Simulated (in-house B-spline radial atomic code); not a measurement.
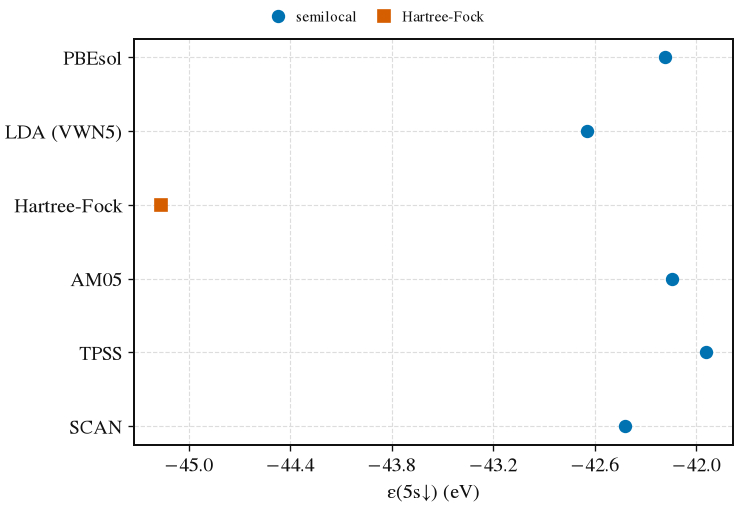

System: the tellurium ion Te³⁺, configuration [Kr] 4d10 5s2 5p1 (high spin). All runs are scalar-relativistic, spin-polarised and spherical, computed with an in-house B-spline radial code (spin-free X2C). Hartree-Fock is the average over the configuration. The plot shows the eigenvalue (eV) of the 5s down orbital by 6 methods.

Question: How much do the methods differ, and in which order?

Answer: The deepest is Hartree-Fock (−45.16) and the shallowest TPSS (−41.95), a spread of 3.22 eV. In order (eV): Hartree-Fock (−45.16), LDA (VWN5) (−42.65), SCAN (−42.42), PBEsol (−42.19), AM05 (−42.14), TPSS (−41.95). On the whole, exact exchange removes self-interaction and deepens occupied levels.
